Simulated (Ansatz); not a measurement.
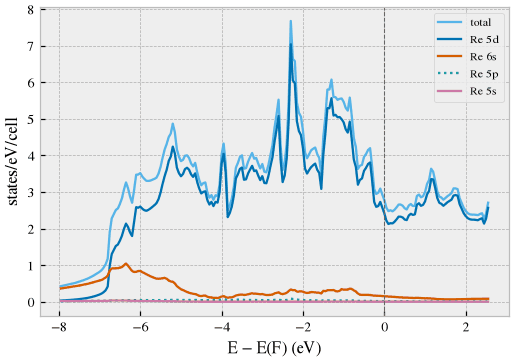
Figure: Total and projected density of states of Re (dhcp (α-La type), P6_3/mmc), plane-wave PAW PBEsol (Ansatz code)

Q: Which orbitals carry the states next to the Fermi level?

A: Within 0.5 eV of the Fermi level: Re 5d 88 %, outside the projected shells 6 %. Projections are on Löwdin-orthogonalised atomic valence shells; empty p or d shells of many metals are not among them.

Q: Where is the tallest occupied peak in this window, and what makes it?

A: Near -2.3 eV, about 7.7 states/eV per cell; the largest projected share is Re 5d.

The workflow started from a Materials Project entry (that database holds measured and hypothetical structures alike). Its sites differ from those of the usual phase in this space group: another stacking or structure type. The cell was relaxed with PBEsol under the symmetry of its start; whether a distortion lowers the energy is not shown. No spin polarisation was allowed. Spin–orbit coupling is left out wherever it is not named.

Potentials: the earlier of the program's two PAW sets. The files were generated under PBE; for other functionals the program regenerates the frozen cores, and for LDA and PBEsol the local potential too.
